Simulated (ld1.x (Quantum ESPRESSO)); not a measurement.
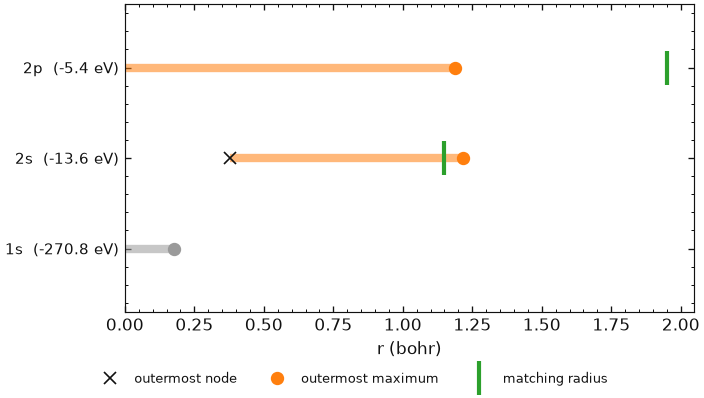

*Outer shells of the all-electron reference atom: each bar runs from the outermost node (or the nucleus) to the outermost maximum of u(r); the tick is the radius chosen for the pseudo-wave. Shells without a tick have no pseudo-wave of their own. Levels, nodes and maxima are from ld1.x, scalar-relativistic.*

- Radii against the shells: 2s: 1.15 bohr, between node and maximum; 2p: 1.95 bohr, outside the maximum.

**C: pseudopotential generation (part 1 of 2)**

- system: carbon (C, Z = 6), core [He], reference valence 2s2 2p2, valence charge 4.
- method: ultrasoft potential, LDA (PZ), scalar-relativistic, made with ld1.x (Quantum ESPRESSO) 7.5

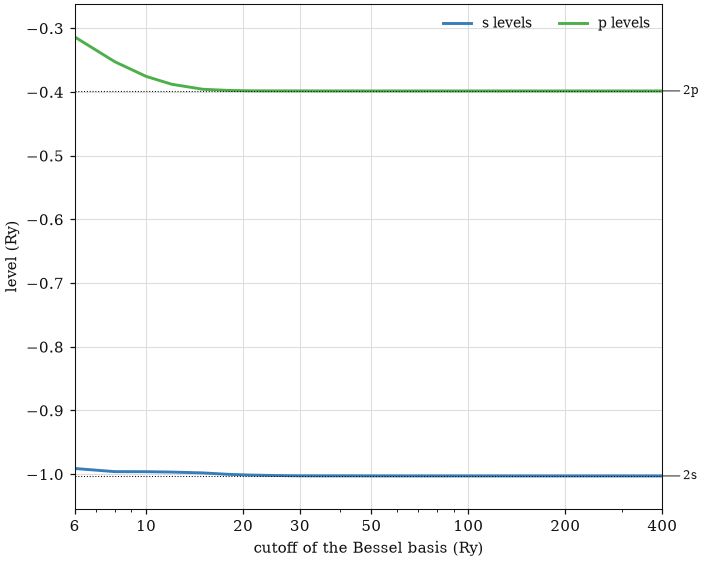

*The pseudo-atom Hamiltonian at the reference potential is diagonalised in spherical Bessel functions (20 bohr box) up to the cutoff. Curves: the lowest levels of each channel that holds a bound state. Dotted lines: the all-electron valence levels.*

- Ghost states: no ghost state below the valence levels in the s, p, d, f channels. The curves of the valence states settle on the dotted lines.
- All-electron valence levels: 2s: -1.00 Ry; 2p: -0.40 Ry.

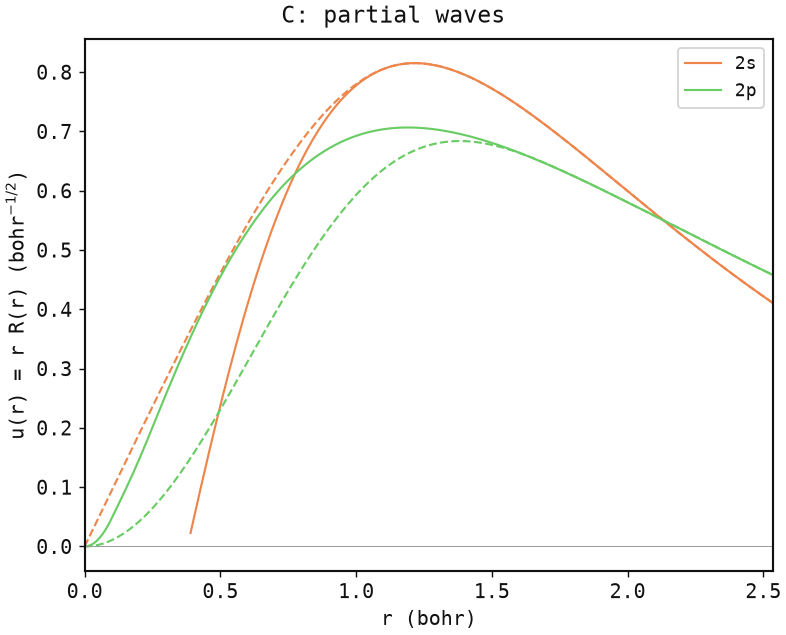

*All-electron valence functions (solid) with their pseudo partners (dashed). The innermost oscillations of some all-electron curves aren't drawn. Reference configuration 2s2 2p2.*

- Matching radii: 2s at 1.15 bohr; 2p at 1.95 bohr. The curves merge smoothly, so the plot gives these only roughly.
- Nodes of the pseudo-waves: 2s has no node; 2p has no node.
- Cutoffs needed: 18 Ry (loose) and 30 Ry (tight), as the cutoffs, on a coarse ladder, from which the occupation-weighted sum of valence levels, in a spherical-Bessel basis at the reference potential, stays within 10 and 1 mRy of its value at 400 Ry.

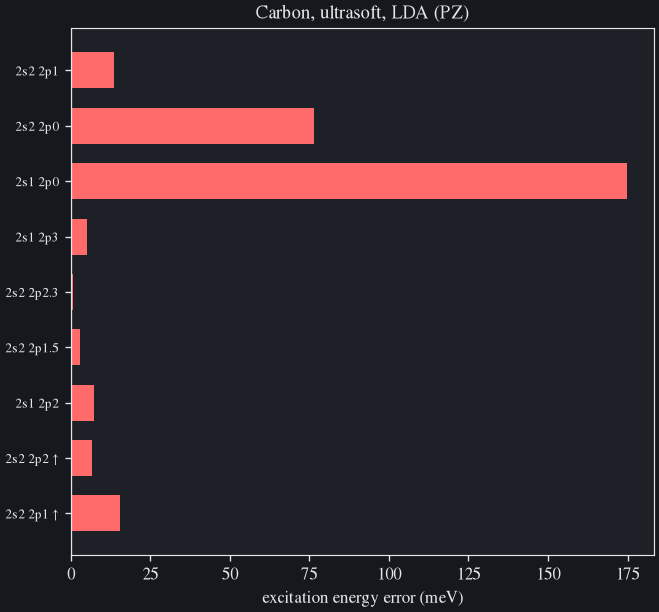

*Errors, all-electron minus pseudo, of the energies of valence configurations relative to the unpolarised reference 2s2 2p2. An arrow marks spin-polarised runs filled by Hund’s rule.*

- Worst configuration: 2s1 2p0 (charge +3): the error is +175 meV on an all-electron energy of +83.22 eV relative to the reference, or 0.21 %.
- Configurations within 10 meV and within 50 meV: 5 and 7 of 9.
- Errors in meV: 2s2 2p1: +14; 2s2 2p0: +77; 2s1 2p0: +175; 2s1 2p3: +5.1; 2s2 2p2.3: +0.7; 2s2 2p1.5: +2.9; 2s1 2p2: +7.3; 2s2 2p2 ↑: +6.6; 2s2 2p1 ↑: +16.

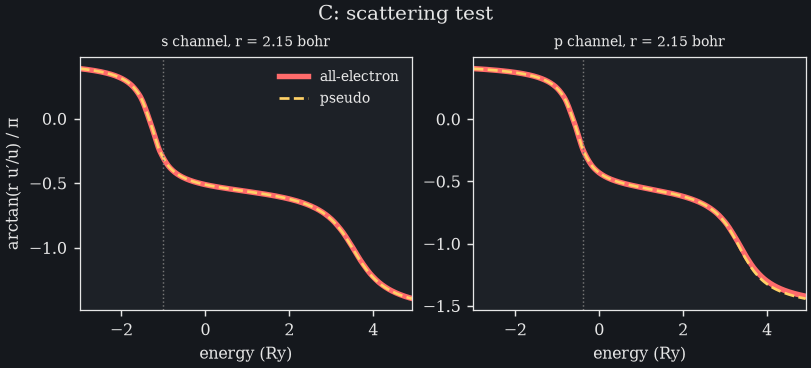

*Unwrapped phase arctan(r u′/u) in units of π against energy, all-electron (solid) and pseudo (dashed); the pseudo phase is matched to the all-electron one at the reference energy. Here u = r R(r). The dotted line marks the reference energy of the channel.*

- First channel to depart above its reference energy: the p channel: its phase error passes 0.05 rad 3.7 Ry above its reference energy, while s stays within 0.05 rad to the top of the range.
- Poles, where the radial function vanishes at the test radius: s: all-electron at -0.1 Ry, pseudo at -0.1 Ry; p: all-electron at 0.4 Ry, pseudo at 0.4 Ry.
- Range over which the phases agree within 0.05 rad: s: over the whole range drawn; p: up to about 3.3 Ry.
- Ghost states: the plot shows none: the two phases stay within 0.08 rad of each other in all channels drawn. The separate test gives: no ghost state below the valence levels in the s, p, d, f channels.

These pictures come from the run below.

The input:
```
 &input
   title='C', zed=6., rel=1, dft='PZ', iswitch=3,
   config='[He] 2s2 2p2',
   nld=2, rlderiv=2.15, eminld=-3.0, emaxld=5.0, deld=0.02
 /
 &inputp
   pseudotype=3, tm=.true., lloc=-2, rcloc=1.00,
   nlcc=.true.,
   which_augfun='PSQ', rmatch_augfun_nc=.true.,
   file_pseudopw='C.UPF', file_wfcaegen='ae.wfc', file_wfcncgen='nc.wfc', file_beta='beta', file_chi='chi', file_wfcusgen='us.wfc'
 /
4
2S  1  0   2.00   0.00  0.90  1.15  0.0
2S  1  0   0.00  -0.70  0.90  1.15  0.0
2P  2  1   2.00   0.00  1.55  1.95  0.0
2P  2  1   0.00   2.35  1.55  1.95  0.0
 &test
   configts(1)='2s2 2p2'
 /
```

Input of the test run:
```
 &input
   title='C', zed=6., rel=1, dft='PZ', iswitch=2,
   config='[He] 2s2 2p2'
 /
 &test
   file_pseudo='C.UPF', nconf=10,
   configts(1)='2s2 2p2',
   configts(2)='2s2 2p1',
   configts(3)='2s2 2p0',
   configts(4)='2s1 2p0',
   configts(5)='2s1 2p3',
   configts(6)='2s2 2p2.3',
   configts(7)='2s2 2p1.5',
   configts(8)='2s1 2p2',
   configts(9)='2s2 2p2', lsdts(9)=1,
   configts(10)='2s2 2p1', lsdts(10)=1
 /
```

Launched with:
```bash
ld1.x < C.in > C.out
```

The program's output:
```
     Program LD1 v.7.5
     --------------------------- All-electron run ----------------------------

     C
     scalar relativistic calculation

     atomic number is  6.00
     dft =PZ   lsd =0 sic =0 latt =0  beta=0.20 tr2=1.0E-14
     Exchange-correlation= PZ
                           (   1   1   0   0   0   0   0)
     mesh =1073 r(mesh) = 100.30751 a.u. xmin = -7.00 dx = 0.01250
     1 Ry =  13.60569312 eV, c = 137.03599908

     n l     nl                  e(Ry)          e(Ha)          e(eV)
     1 0     1S 1( 2.00)       -19.9045        -9.9522      -270.8145
     2 0     2S 1( 2.00)        -1.0028        -0.5014       -13.6439
     2 1     2P 1( 2.00)        -0.3984        -0.1992        -5.4201

     final scf error:  4.8E-15 reached in  19 iterations

     Etot =     -74.880852 Ry,     -37.440426 Ha,   -1018.805888 eV

     Ekin =      74.467893 Ry,      37.233946 Ha,    1013.187298 eV
     Encl =    -175.155012 Ry,     -87.577506 Ha,   -2383.105341 eV
     Eh   =      35.264635 Ry,      17.632317 Ha,     479.799801 eV
     Exc  =      -9.458368 Ry,      -4.729184 Ha,    -128.687646 eV

     normalization and overlap integrals

     s(1S/1S) =  1.000000  <r> =   0.2727  <r2> =    0.1008  r(max) =   0.1752
     s(2S/2S) =  1.000000  <r> =   1.5829  <r2> =    3.0397  r(max) =   1.2162
     s(2P/2P) =  1.000000  <r> =   1.7944  <r2> =    4.2270  r(max) =   1.1862

     ------------------------ End of All-electron run ------------------------

     --------------------- Generating US pseudopotential ---------------------

      Generating local potential from pseudized AE potential:
      Matching radius rcloc =   1.0000
      Enforcing V''(0)=0 (lloc=-2)

      Local pseudo, rcloc= 1.008 Estimated cut-off energy=    29.05 Ry

      Computing core charge for nlcc:

       r > 0.52 : true rho core
       r < 0.52 : rho core = a sin(br)/r    a=   4.45  b=   5.01

      Integrated core pseudo-charge :   0.65
      Wfc-us  2S rcutus= 1.143  Estimated cut-off energy=    33.55 Ry
      Wfc-us  2S rcutus= 1.143  Estimated cut-off energy=    34.04 Ry
      Wfc-us  2P rcutus= 1.931  Estimated cut-off energy=    20.87 Ry
      Wfc-us  2P rcutus= 1.931  Estimated cut-off energy=    42.95 Ry

     Q pseudized with Bessel functions
     Expected ecutrho=     224.4082 due to l1=  0   l2=  1

     ------------------- End of pseudopotential generation -------------------

     --------------------------- All-electron run ----------------------------

     C
     scalar relativistic calculation

     atomic number is  6.00
     dft =PZ   lsd =0 sic =0 latt =0  beta=0.20 tr2=1.0E-14
     Exchange-correlation= PZ
                           (   1   1   0   0   0   0   0)
     mesh =1073 r(mesh) = 100.30751 a.u. xmin = -7.00 dx = 0.01250
     1 Ry =  13.60569312 eV, c = 137.03599908

     n l     nl                  e(Ry)          e(Ha)          e(eV)
     1 0     1S 1( 2.00)       -19.9045        -9.9522      -270.8145
     2 0     2S 1( 2.00)        -1.0028        -0.5014       -13.6439
     2 1     2P 1( 2.00)        -0.3984        -0.1992        -5.4201

     final scf error:  4.8E-15 reached in  19 iterations

     Etot =     -74.880852 Ry,     -37.440426 Ha,   -1018.805888 eV

     Ekin =      74.467893 Ry,      37.233946 Ha,    1013.187298 eV
     Encl =    -175.155012 Ry,     -87.577506 Ha,   -2383.105341 eV
     Eh   =      35.264635 Ry,      17.632317 Ha,     479.799801 eV
     Exc  =      -9.458368 Ry,      -4.729184 Ha,    -128.687646 eV

     normalization and overlap integrals

     s(1S/1S) =  1.000000  <r> =   0.2727  <r2> =    0.1008  r(max) =   0.1752
     s(2S/2S) =  1.000000  <r> =   1.5829  <r2> =    3.0397  r(max) =   1.2162
     s(2P/2P) =  1.000000  <r> =   1.7944  <r2> =    4.2270  r(max) =   1.1862

     ------------------------ End of All-electron run ------------------------

     Computing logarithmic derivative in   2.14794
     Computing logarithmic derivative in   2.14794
     Computing the partial wave expansion
     R is outside the sphere for l=    0 j= 0.00
     R is outside the sphere for l=    0 j= 0.00
     R is outside the sphere for l=    1 j= 0.00
     R is outside the sphere for l=    1 j= 0.00

     ---------------------- Testing the pseudopotential ----------------------

     C
     scalar relativistic calculation

     atomic number is  6.00   valence charge is  4.00
     dft =PZ   lsd =0 sic =0 latt =0  beta=0.20 tr2=1.0E-14
     mesh =1073 r(mesh) = 100.30751 xmin = -7.00 dx = 0.01250

     n l     nl             e AE (Ry)        e PS (Ry)    De AE-PS (Ry)
     1 0     2S   1( 2.00)       -1.00281       -1.00282        0.00001
     2 1     2P   1( 2.00)       -0.39837       -0.39837        0.00000

     eps = 9.1E-15  iter =  3

     Etot =     -74.880852 Ry,     -37.440426 Ha,   -1018.805888 eV
     Etotps =   -11.651221 Ry,      -5.825611 Ha,    -158.522941 eV

     Ekin =       4.608074 Ry,       2.304037 Ha,      62.696045 eV
     Encl =     -23.146547 Ry,     -11.573274 Ha,    -314.924819 eV
     Ehrt =       8.719332 Ry,       4.359666 Ha,     118.632561 eV
     Ecxc =      -3.854842 Ry,      -1.927421 Ha,     -52.447803 eV
     (Ecc =      -0.901480 Ry,      -0.450740 Ha,     -12.265263 eV)
     Epseu=       2.022762 Ry,       1.011381 Ha,      27.521075 eV

     ---------------------- End of pseudopotential test ----------------------
```

Output of the test run (extracts):
```
     ---------------------- Testing the pseudopotential ----------------------

     C
     scalar relativistic calculation

     atomic number is  6.00   valence charge is  4.00
     dft =PZ   lsd =0 sic =0 latt =0  beta=0.20 tr2=1.0E-14
     mesh =1073 r(mesh) = 100.30751 xmin = -7.00 dx = 0.01250

     n l     nl             e AE (Ry)        e PS (Ry)    De AE-PS (Ry)
     1 0     2S   1( 2.00)       -1.00281       -1.00282        0.00001
     2 1     2P   1( 2.00)       -0.39837       -0.39837        0.00000

     eps = 9.1E-15  iter =  3

     Etot =     -74.880852 Ry,     -37.440426 Ha,   -1018.805888 eV
     Etotps =   -11.651221 Ry,      -5.825611 Ha,    -158.522941 eV

     Ekin =       4.608074 Ry,       2.304037 Ha,      62.696045 eV
     Encl =     -23.146547 Ry,     -11.573274 Ha,    -314.924819 eV
     Ehrt =       8.719332 Ry,       4.359666 Ha,     118.632561 eV
     Ecxc =      -3.854842 Ry,      -1.927421 Ha,     -52.447803 eV
     (Ecc =      -0.901480 Ry,      -0.450740 Ha,     -12.265263 eV)
     Epseu=       2.022762 Ry,       1.011381 Ha,      27.521075 eV

     ---------------------- End of pseudopotential test ----------------------

     ---------------------- Testing the pseudopotential ----------------------

     C
     scalar relativistic calculation

     atomic number is  6.00   valence charge is  4.00
     dft =PZ   lsd =0 sic =0 latt =0  beta=0.20 tr2=1.0E-14
     mesh =1073 r(mesh) = 100.30751 xmin = -7.00 dx = 0.01250

     n l     nl             e AE (Ry)        e PS (Ry)    De AE-PS (Ry)
     1 0     2S   1( 2.00)       -1.88207       -1.88078       -0.00130
     2 1     2P   1( 1.00)       -1.25846       -1.25617       -0.00229

     eps = 2.7E-17  iter =  7

     Etot =     -74.073263 Ry,     -37.036632 Ha,   -1007.818092 eV
     Etotps =   -10.844644 Ry,      -5.422322 Ha,    -147.548896 eV
     dEtot_ae =       0.807588 Ry
     dEtot_ps =       0.806577 Ry,   Delta E=       0.001011 Ry

     Ekin =       3.892593 Ry,       1.946296 Ha,      52.961423 eV
     Encl =     -18.817797 Ry,      -9.408899 Ha,    -256.029177 eV
     Ehrt =       5.507672 Ry,       2.753836 Ha,      74.935696 eV
     Ecxc =      -3.197351 Ry,      -1.598676 Ha,     -43.502178 eV
     (Ecc =      -0.901480 Ry,      -0.450740 Ha,     -12.265263 eV)
     Epseu=       1.770240 Ry,       0.885120 Ha,      24.085340 eV

     ---------------------- End of pseudopotential test ----------------------

     ---------------------- Testing the pseudopotential ----------------------

     C
     scalar relativistic calculation

     atomic number is  6.00   valence charge is  4.00
     dft =PZ   lsd =0 sic =0 latt =0  beta=0.20 tr2=1.0E-14
     mesh =1073 r(mesh) = 100.30751 xmin = -7.00 dx = 0.01250

     n l     nl             e AE (Ry)        e PS (Ry)    De AE-PS (Ry)
     1 0     2S   1( 2.00)       -2.95260       -2.94782       -0.00478
     2 1     2P   1( 0.00)       -2.34072       -2.33174       -0.00897  !

     eps = 5.5E-18  iter =  7

     Etot =     -72.290231 Ry,     -36.145115 Ha,    -983.558698 eV
     Etotps =    -9.066225 Ry,      -4.533113 Ha,    -123.352276 eV
     dEtot_ae =       2.590621 Ry
     dEtot_ps =       2.584996 Ry,   Delta E=       0.005624 Ry

     Ekin =       2.334633 Ry,       1.167317 Ha,      31.764303 eV
     Encl =     -13.148517 Ry,      -6.574258 Ha,    -178.894682 eV
     Ehrt =       2.632363 Ry,       1.316181 Ha,      35.815122 eV
     Ecxc =      -2.381923 Ry,      -1.190961 Ha,     -32.407713 eV
     (Ecc =      -0.901480 Ry,      -0.450740 Ha,     -12.265263 eV)
     Epseu=       1.497218 Ry,       0.748609 Ha,      20.370695 eV

     ---------------------- End of pseudopotential test ----------------------

     ---------------------- Testing the pseudopotential ----------------------

     C
     scalar relativistic calculation

     atomic number is  6.00   valence charge is  4.00
     dft =PZ   lsd =0 sic =0 latt =0  beta=0.20 tr2=1.0E-14
     mesh =1073 r(mesh) = 100.30751 xmin = -7.00 dx = 0.01250

     n l     nl             e AE (Ry)        e PS (Ry)    De AE-PS (Ry)
     1 0     2S   1( 1.00)       -4.10639       -4.09620       -0.01020  !
     2 1     2P   1( 0.00)       -3.53383       -3.50879       -0.02505  !

     eps = 1.4E-15  iter =  8

     Etot =     -68.764525 Ry,     -34.382263 Ha,    -935.589027 eV
     Etotps =    -5.547733 Ry,      -2.773867 Ha,     -75.480759 eV
     dEtot_ae =       6.116326 Ry
     dEtot_ps =       6.103488 Ry,   Delta E=       0.012839 Ry

     Ekin =       1.341286 Ry,       0.670643 Ha,      18.249123 eV
     Encl =      -6.871049 Ry,      -3.435525 Ha,     -93.485384 eV
     Ehrt =       0.697022 Ry,       0.348511 Ha,       9.483469 eV
     Ecxc =      -1.570962 Ry,      -0.785481 Ha,     -21.374032 eV
     (Ecc =      -0.901480 Ry,      -0.450740 Ha,     -12.265263 eV)
     Epseu=       0.855970 Ry,       0.427985 Ha,      11.646064 eV

     ---------------------- End of pseudopotential test ----------------------

     ---------------------- Testing the pseudopotential ----------------------

     C
     scalar relativistic calculation

     atomic number is  6.00   valence charge is  4.00
     dft =PZ   lsd =0 sic =0 latt =0  beta=0.20 tr2=1.0E-14
     mesh =1073 r(mesh) = 100.30751 xmin = -7.00 dx = 0.01250

     n l     nl             e AE (Ry)        e PS (Ry)    De AE-PS (Ry)
     1 0     2S   1( 1.00)       -1.03516       -1.03488       -0.00028
     2 1     2P   1( 3.00)       -0.42814       -0.42864        0.00050

     eps = 9.4E-18  iter =  7

     Etot =     -74.275108 Ry,     -37.137554 Ha,   -1010.564331 eV
     Etotps =   -11.045852 Ry,      -5.522926 Ha,    -150.286476 eV
     dEtot_ae =       0.605743 Ry
     dEtot_ps =       0.605369 Ry,   Delta E=       0.000374 Ry

     Ekin =       5.284307 Ry,       2.642154 Ha,      71.896663 eV
     Encl =     -23.018354 Ry,     -11.509177 Ha,    -313.180656 eV
     Ehrt =       8.578121 Ry,       4.289061 Ha,     116.711285 eV
     Ecxc =      -3.820579 Ry,      -1.910289 Ha,     -51.981619 eV
     (Ecc =      -0.901480 Ry,      -0.450740 Ha,     -12.265263 eV)
     Epseu=       1.930651 Ry,       0.965326 Ha,      26.267850 eV

     ---------------------- End of pseudopotential test ----------------------

     ---------------------- Testing the pseudopotential ----------------------

     C
     scalar relativistic calculation

     atomic number is  6.00   valence charge is  4.00
     dft =PZ   lsd =0 sic =0 latt =0  beta=0.20 tr2=1.0E-14
     mesh =1073 r(mesh) = 100.30751 xmin = -7.00 dx = 0.01250

     n l     nl             e AE (Ry)        e PS (Ry)    De AE-PS (Ry)
     1 0     2S   1( 2.00)       -0.78826       -0.78839        0.00013
     2 1     2P   1( 2.30)       -0.19408       -0.19434        0.00026

     eps = 7.3E-16  iter =  9

     Etot =     -74.968981 Ry,     -37.484491 Ha,   -1020.004955 eV
     Etotps =   -11.739400 Ry,      -5.869700 Ha,    -159.722674 eV
     dEtot_ae =      -0.088130 Ry
     dEtot_ps =      -0.088179 Ry,   Delta E=       0.000049 Ry

     Ekin =       4.701928 Ry,       2.350964 Ha,      63.972992 eV
     Encl =     -24.129450 Ry,     -12.064725 Ha,    -328.297894 eV
     Ehrt =       9.631343 Ry,       4.815671 Ha,     131.041091 eV
     Ecxc =      -4.005106 Ry,      -2.002553 Ha,     -54.492246 eV
     (Ecc =      -0.901480 Ry,      -0.450740 Ha,     -12.265263 eV)
     Epseu=       2.061886 Ry,       1.030943 Ha,      28.053383 eV
```

(Continued in part 2.) Outcome of the run: generated.
